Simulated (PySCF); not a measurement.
**CF₂: relaxation and vibrations of the singlet**

Aim: relax CF₂ as a singlet from a bent start, check by its vibrations whether the end is a minimum, and collect its spectrum and constants.

The runs use PySCF 2.14.0; PBE, basis C def2-TZVP, F def2-TZVP, no relativity, density fitting.

**1. Starting geometry**

3 atoms, charge 0, spin multiplicity 1.

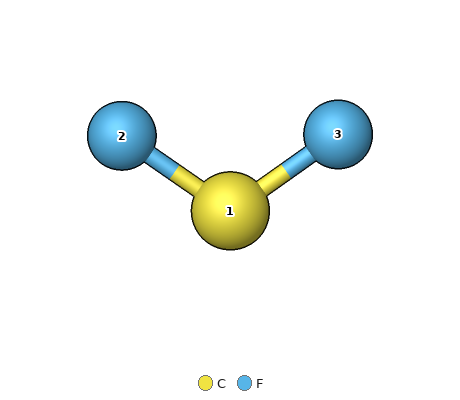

As it starts; carbon yellow, fluorine blue; atoms are numbered from 1 in the order of the file.

```xyz
3
charge 0 multiplicity 1
C     0.0000    0.0000    0.0000
F     1.1386    0.0000    0.7973
F    -1.1386    0.0000    0.7973
```

**2. The SCF at the typed geometry**

One driver script runs all steps and calls PySCF; scf.py shows how it sets up the SCF of each step. The optimiser is the driver's own. After this first run the driver tries any further starts and a stability analysis.

scf.py

```python
from pyscf import gto, scf, dft
mol = gto.M(atom='''
C      0.000000     0.000000     0.000000
F      1.138600     0.000000     0.797300
F     -1.138600     0.000000     0.797300''',
    basis={'C': 'def2-TZVP', 'F': 'def2-TZVP'},
    charge=0, spin=0)
mf = dft.RKS(mol, xc='PBE')
mf.grids.atom_grid = (50, 194)
aux = {'C': 'def2-universal-JKFIT', 'F': 'def2-universal-JKFIT'}
mf = mf.density_fit(auxbasis=aux)
mf.conv_tol = 1e-08
mf.diis_space = 10
mf.max_cycle = 60
mf.init_guess = 'minao'
mf.verbose = 4
mf.kernel()
```

On the command line:

```
OMP_NUM_THREADS=2 python axn.py task.json out
```

Standard output:

```text
init E= -237.706314443312
  HOMO = -0.26857094025193  LUMO = -0.111403713322979  gap/eV = 4.27674
cycle= 1 E= -237.483379761207  delta_E= 0.223  |g|= 0.686  |ddm|= 1.42
  HOMO = -0.284648300545921  LUMO = -0.194211626176763  gap/eV = 2.46091
cycle= 2 E= -236.87578433098  delta_E= 0.608  |g|= 2.04  |ddm|= 1.07
  HOMO = -0.271849040504407  LUMO = -0.158677016863582  gap/eV = 3.07957
cycle= 3 E= -237.564597258123  delta_E= -0.689  |g|= 0.0751  |ddm|= 0.832
  HOMO = -0.278449004277252  LUMO = -0.158097951519153  gap/eV = 3.27492
cycle= 4 E= -237.565723991236  delta_E= -0.00113  |g|= 0.0327  |ddm|= 0.0979
  HOMO = -0.278558024462971  LUMO = -0.159286032208101  gap/eV = 3.24556
cycle= 5 E= -237.565889111601  delta_E= -0.000165  |g|= 0.00708  |ddm|= 0.015
  HOMO = -0.277415861411779  LUMO = -0.158202256426144  gap/eV = 3.24397
cycle= 6 E= -237.565900970599  delta_E= -1.19e-05  |g|= 0.00119  |ddm|= 0.00648
  HOMO = -0.277562851384079  LUMO = -0.158330644181866  gap/eV = 3.24447
cycle= 7 E= -237.565901181401  delta_E= -2.11e-07  |g|= 6.77e-05  |ddm|= 0.000731
  HOMO = -0.277560353498014  LUMO = -0.158321930859831  gap/eV = 3.24464
cycle= 8 E= -237.565901182148  delta_E= -7.47e-10  |g|= 7.26e-06  |ddm|= 5.2e-05
  HOMO = -0.277557636937832  LUMO = -0.158319588376006  gap/eV = 3.24463
Extra cycle  E= -237.56590118215  delta_E= -1.59e-12  |g|= 6.22e-06  |ddm|= 1.46e-05
converged SCF energy = -237.56590118215
```

This step, with its further starts and checks, needed 4.5 s of wall time on 2 threads of Arm Neoverse V2, shared host.

Energies from each starting density:

```
                      start  energy (Eh)
    the minimal-basis guess  -237.565901
a thermally smeared density  -237.565901
      a smeared PBE density  -237.565901
```

No lower closed-shell solution turned up from the other starts or in the test of internal stability.

**3. Relaxing the singlet from the bent start**

The program finds C2v symmetry in the start, which this walk keeps.

Changes to scf.py since step 2:

```diff
@@ -3,3 +3,3 @@
-C      0.000000     0.000000     0.000000
-F      1.138600     0.000000     0.797300
-F     -1.138600     0.000000     0.797300''',
+C      0.000000     0.000000    -0.605936
+F      1.138600     0.000000     0.191364
+F     -1.138600     0.000000     0.191364''',
@@ -15 +14,0 @@
-mf.init_guess = 'minao'
```

Energy and gradient, step by step:

```
step  energy (Eh)  change (kJ/mol)  largest symmetric gradient (Eh/bohr)
   0  -237.565901             0.00                               0.05040
   1  -237.569304            -8.93                               0.03584
   2  -237.573877           -20.94                               0.04087
   3  -237.574742           -23.21                               0.01896
   4  -237.575783           -25.95                               0.00224
   5  -237.575789           -25.96                               0.00021
   6  -237.575789           -25.96                               0.00000
```

The walk took 4 s.

Positions (Å) and forces (eV/Å) along the way:

```
step 0
C    0.000   0.000  -0.606   0.000   0.000   1.268
F    1.139   0.000   0.191  -2.592   0.000  -0.634
F   -1.139   0.000   0.191   2.592   0.000  -0.634
step 1
C    0.000   0.000  -0.664   0.000   0.000   1.832
F    0.981   0.000   0.220   1.843   0.000  -0.916
F   -0.981   0.000   0.220  -1.843   0.000  -0.916
step 3
C    0.000   0.000  -0.621   0.000   0.000   0.975
F    1.066   0.000   0.199  -0.929   0.000  -0.487
F   -1.066   0.000   0.199   0.929   0.000  -0.487
step 6
C    0.000   0.000  -0.612   0.000   0.000   0.000
F    1.043   0.000   0.195   0.000   0.000   0.000
F   -1.043   0.000   0.195   0.000   0.000   0.000
```

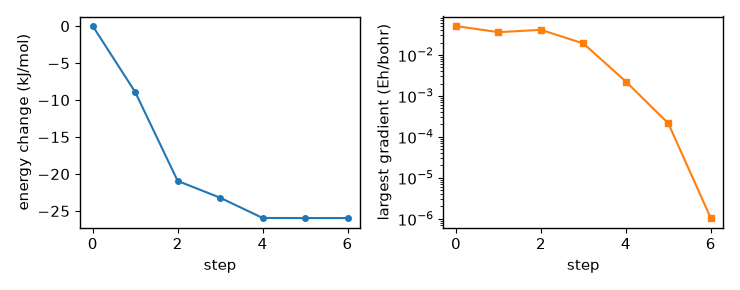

How energy and gradient fall.

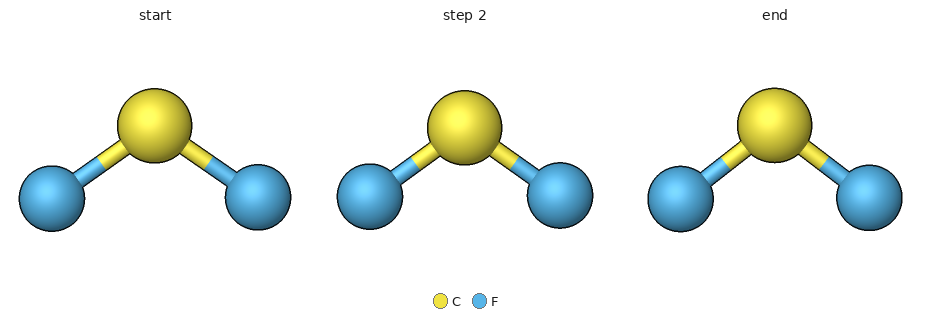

The geometry along the walk, at one scale.

End point (C2v, 6 steps, 26.0 kJ/mol gained): C–F 1.319 Å (×2); F–C–F 104.5°.

**4. Hessian and properties**

On the finer grid the gradient is checked again; gradients at displacements of ±0.02 bohr then give force constants and infrared intensities.

Changes to scf.py since step 3:

```diff
@@ -3,3 +3,3 @@
-C      0.000000     0.000000    -0.605936
-F      1.138600     0.000000     0.191364
-F     -1.138600     0.000000     0.191364''',
+C      0.000000     0.000000    -0.613101
+F      1.042860     0.000000     0.193606
+F     -1.042860     0.000000     0.193606''',
@@ -9 +9 @@
-mf.grids.atom_grid = (50, 194)
+mf.grids.atom_grid = (75, 302)
@@ -12 +12 @@
-mf.conv_tol = 1e-08
+mf.conv_tol = 1e-10
```

The driver hands on the density of the step before, so the log starts near convergence.

Log of the central SCF (cycles and frontier levels):

```text
init E= -237.5758177284
  HOMO = -0.267628852507769  LUMO = -0.135701737981453  gap/eV = 3.58992
cycle= 1 E= -237.575817728394  delta_E= 6.37e-12  |g|= 7.06e-06  |ddm|= 4.19e-06
  HOMO = -0.267628690079267  LUMO = -0.135701557682729  gap/eV = 3.58992
Extra cycle  E= -237.575817728344  delta_E= 4.91e-11  |g|= 1.9e-05  |ddm|= 1.11e-05
converged SCF energy = -237.575817728344
```

The whole step took 10 s.

Geometry: C2v; C–F 1.318 Å (×2); F–C–F 104.6°.

Modes, for the most abundant isotopes:

| symmetry | ω (cm⁻¹) | IR (km/mol) | μ (u) |
| --- | --- | --- | --- |
| a1 | 640 | 1.8 | 17.86 |
| b2 | 1057 | 343 | 13.69 |
| a1 | 1172 | 105 | 13.77 |

No imaginary mode, so this is a minimum.

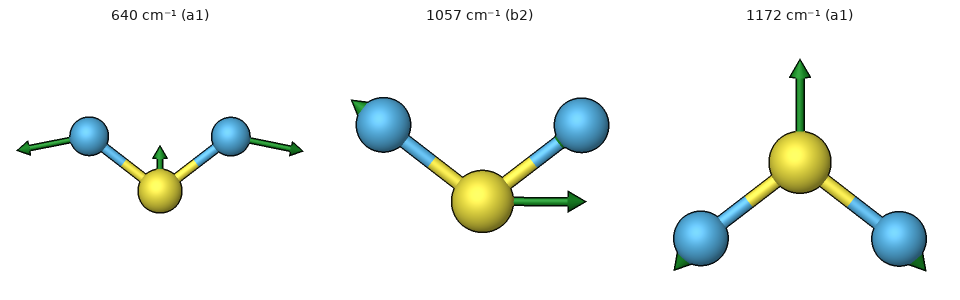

How the atoms move in 3 of the modes.

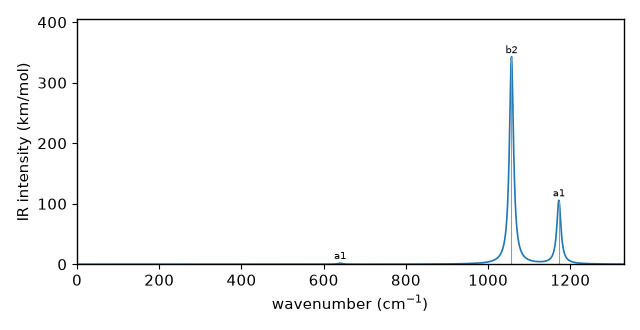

The harmonic infrared spectrum (widths in cm⁻¹). Lines are broadened to a width of 12 cm⁻¹ (Lorentzian).

Constants and moments:

```yaml
Dipole_moment: 0.71 D
Highest_occupied_level: -7.28 eV
Lowest_empty_level: -3.69 eV
Rotational_constants: 2.84, 0.4079, 0.3567 cm⁻¹
Zero-point_energy: 17.2 kJ/mol
Principal_polarisabilities: 13.2, 14.4, 18.7 bohr³
Atomisation_energy_without_zero-point_energy: 1159 kJ/mol
Principal_traceless_quadrupole_moments_about_the_centre_of_mass: -2.10, 0.14, 1.96 D Å
Entropy_at_298.15_K_and_1_bar: 241.4 J/(mol K)
Heat_capacity_Cp_at_298.15_K: 39.5 J/(mol K)
Enthalpy_at_298.15_K_above_0_K: 10.41 kJ/mol
Rotational_symmetry_number: 2
```

Populations by atom (charges in e):

| atom | Mulliken | Löwdin | polar tensor | Mayer order to C1 |
| --- | --- | --- | --- | --- |
| C1 | 0.07 | -0.47 | 0.81 | – |
| F2,3 | -0.04 | 0.24 | -0.41 | 1.19 |

Mulliken populations on C1: s 3.90, p 1.83, d 0.17, f 0.02.

**5. Would spin polarisation lower it?**

At the lowest minimum the closed shell is tested against spin polarisation, on the (50, 194) grid. It is stable.

**6. Results**

```
                                 quantity                           value
                                  minimum                    singlet, C2v
                                 geometry  C–F 1.318 Å (×2); F–C–F 104.6°
                       wavenumbers (cm⁻¹)  640 (a1), 1057 (b2), 1172 (a1)
                            dipole moment                          0.71 D
     highest occupied, lowest empty level                 -7.28, -3.69 eV
                polar-tensor charge of C1                         +0.81 e
                        zero-point energy                     17.2 kJ/mol
                      entropy at 298.15 K                 241.4 J/(mol K)
atomisation energy (no zero-point energy)                     1159 kJ/mol
```

What this shows: The bent start keeps its C2v symmetry and ends in a minimum. The strongest infrared band lies at 1057 cm⁻¹ (b2). Only this shape and spin were tried, so other structures or states may lie lower.

The search up to here needed 20 s of wall time on 2 threads of Arm Neoverse V2, shared host.
